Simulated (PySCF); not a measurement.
C2H14Si4 (SMILES CC[Si]([SiH3])([SiH3])[SiH3])

Input

```
{"job": {"kind": "nmr", "xc": "PBE0", "basis": "pcSseg-1"}, "charge": 0, "multiplicity": 1}
Si     0.285339     0.004600    -0.233908
C      0.195235     0.010237     1.668681
C     -1.224312     0.001329     2.225574
H      0.747626     0.898380     2.021254
H      0.762635    -0.864822     2.029457
H     -1.225765     0.012574     3.327023
H     -1.800285     0.877067     1.886709
H     -1.781322    -0.893593     1.905529
Si     2.504367    -0.050292    -0.986443
H      3.191485    -1.290597    -0.505242
H      3.269258     1.135136    -0.485747
H      2.532981    -0.040155    -2.482024
Si    -0.738271     1.914174    -1.132711
H     -0.096817     3.154806    -0.591742
H     -2.196564     1.957514    -0.797552
H     -0.598298     1.917329    -2.622042
Si    -0.809970    -1.868160    -1.128631
H     -0.255124    -3.130371    -0.544226
H     -0.620853    -1.906910    -2.612068
H     -2.278945    -1.824075    -0.842564
```

Launched as:

```sh
OMP_NUM_THREADS=1 python probes_run.py task.json out
```

Geometry: PBE0-D3(BJ)/def2-SVP.

Theory: PBE0/pcSseg-1, SCF density, gas phase, non-relativistic (PySCF 2.14.0).

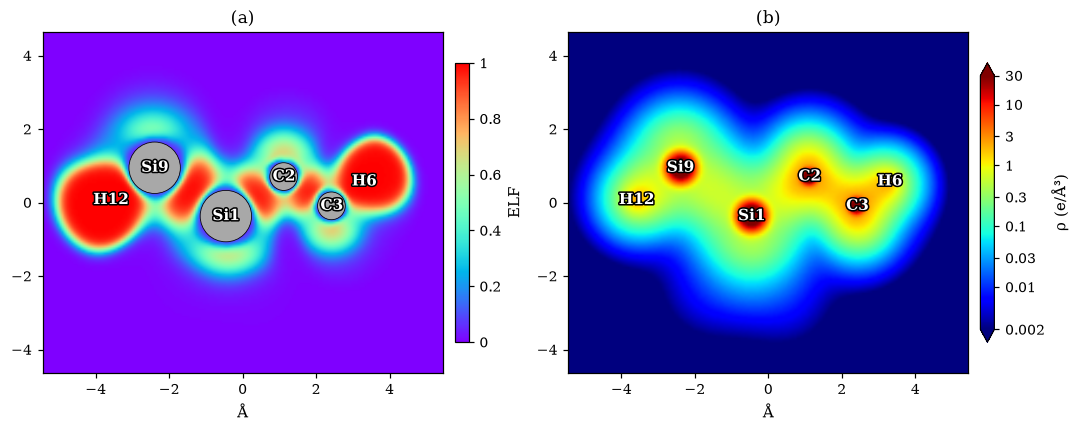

Figure 1. (a) electron localisation function; (b) total electron density on the plane of atoms Si1, C2 and C3. Grey discs cover the atomic cores in the ELF map.

### Read the bonding off the picture.

The plane passes through Si, C and H nuclei. C–C (1.52 Å): the density is about 1.6 e/Å³ at the midpoint; the ELF peaks at about 0.95 between the atoms: a shared electron pair. C–Si (1.90 Å): ρ is about 0.9 e/Å³ halfway; the ELF peaks at about 0.95 between the atoms; a covalent bond. Si–Si (2.34 Å): ρ at the midpoint is about 0.63 e/Å³; the ELF peaks at about 1 between the atoms: a covalent bond. C–H (1.10 Å): ρ is about 1.9 e/Å³ halfway; the ELF climbs to about 1 towards the hydrogen, as it does in any bond to H: a covalent bond by its length. Si–H (1.50 Å): the density is about 0.76 e/Å³ at the midpoint; the ELF climbs to about 1 towards the hydrogen.

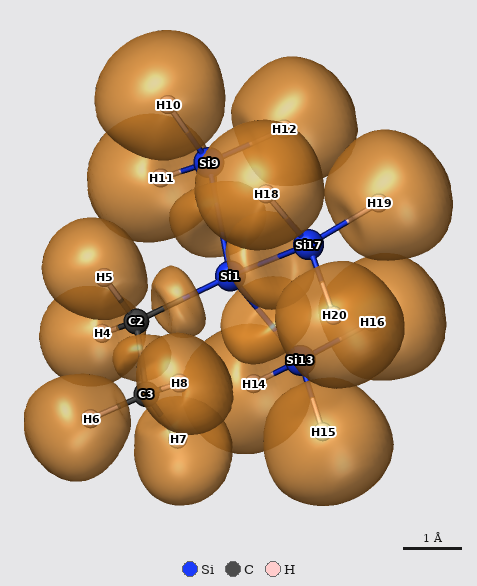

Figure 2. Isosurface of the ELF at 0.75 (orange), seen at an oblique angle. Only the valence region is drawn (cores and ρ < 0.01 e/Å³ removed).

### Identify the bonds, lone pairs and shells in this picture.

The ELF exceeds this value in one region between bonded C–C atoms (shared pairs), one region between bonded C–Si atoms (shared pairs), three regions between bonded Si–Si atoms (shared pairs) and 14 regions around hydrogen nuclei.
